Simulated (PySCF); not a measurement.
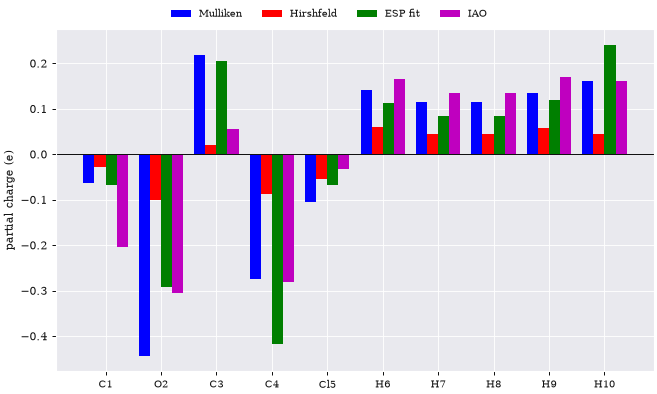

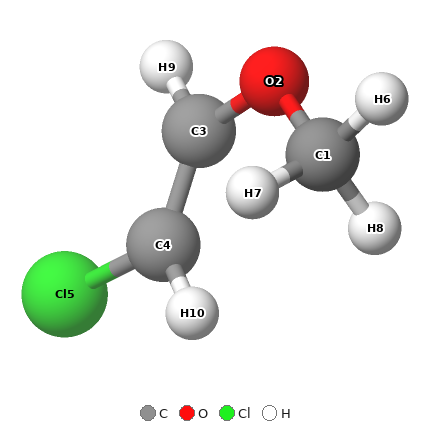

Atomic charges of C₃H₅ClO, SMILES CO/C=C/Cl by 4 schemes, PBE0/pcSseg-1 with PySCF 2.14.0, at a PBE0-D3(BJ)/def2-SVP geometry (no frequency check).

**Which atom is the most negative in each scheme?**

Mulliken: O2 (−0.44 e); Hirshfeld: O2 (−0.10 e); ESP fit: C4 (−0.42 e); IAO: O2 (−0.31 e).

**On which atom do the schemes disagree most?**

On O2: Mulliken −0.44, Hirshfeld −0.10, ESP fit −0.29, IAO −0.31 e.

Caveats: one conformer of a flexible molecule.
